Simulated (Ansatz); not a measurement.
```xyz
8

C    -0.3705   -0.1691    1.7291
In    0.1733   -0.9574   -0.2092
O     0.7482   -2.8891   -0.2617
H    -0.2702   -0.9401    2.5065
H     0.2798    0.6827    1.9806
H    -1.4114    0.1881    1.7077
H     0.2371   -0.3029   -1.7961
H     0.7302   -3.3083    0.6094
```

Geometry: r2SCAN-D4/def2-SVP; core potentials replace the inner electrons of In.

The calculation used isolated molecule in a Gaussian basis; Kohn-Sham density functional theory, functional PBE0 in Ansatz.

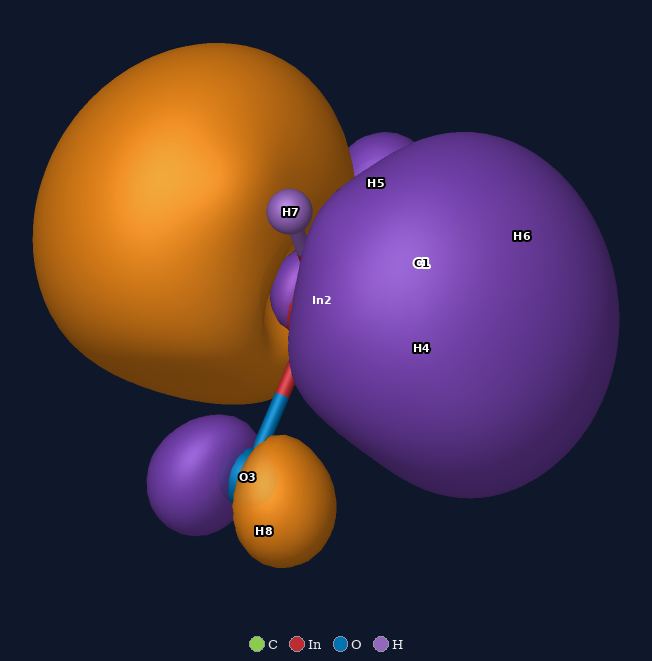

CH$_{5}$InO (SMILES [CH3][InH][OH]). The LUMO at ±0.06 Å⁻³ᐟ² (orange and purple are the two phases), seen at an oblique angle.

> Where does this orbital lie, and at what energy?

It lies mainly on In2 (about 80 %). Its energy is −1.16 eV.
